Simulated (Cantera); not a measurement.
A closed system holds: 1 mol PbO, 0.76 mol H2O, 3.3 mol N2, at 0.110 bar.

Cantera equilibrium calculation (NASA polynomials, part measured and part estimated; ideal gas, pure solids and liquids). Candidate condensed phases: H2O, Pb, PbO, PbO2, Pb3O4; 27 gas species. Gases not in the tables: (PbO)n polymers. Kinetics and transport are ignored.

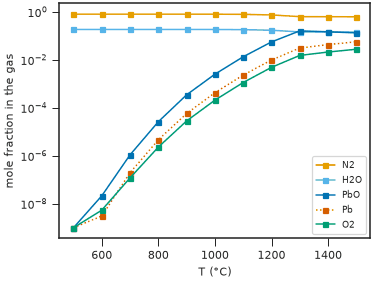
Figure: Equilibrium gas composition (values under 1e-9 drawn at 1e-9)

**Question.** Read off the mole fractions at 1300 °C.

**Answer.** N2 about 0.64, PbO about 0.16, H2O about 0.15, Pb about 0.031, O2 about 0.015.
